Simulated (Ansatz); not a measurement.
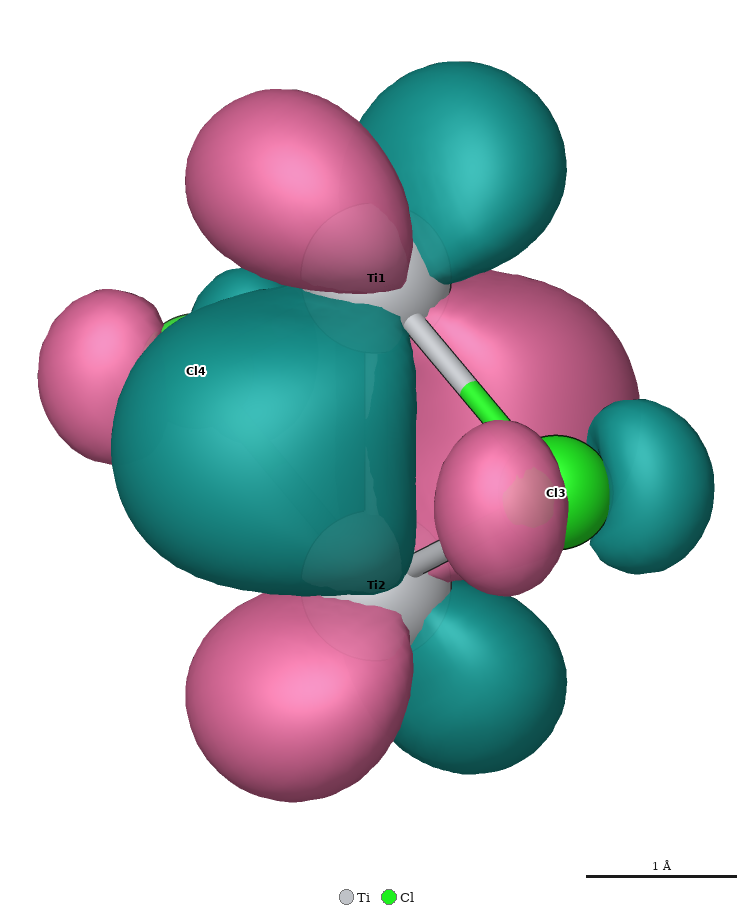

Cl2Ti2. The HOMO−1 at ±0.08 Å⁻³ᐟ² (teal and pink are the two phases), seen at an oblique angle.

Geometry: PBE-D4/def2-SVP.

The calculation used RKS PBE0-D4/def2-TZVP in Ansatz.

### Where does this orbital lie, and at what energy?

By Hirshfeld shares it lies mainly on Ti1 (about 45 %) and Ti2 (about 45 %); it is ungerade (odd under inversion). Its energy is −4.68 eV.
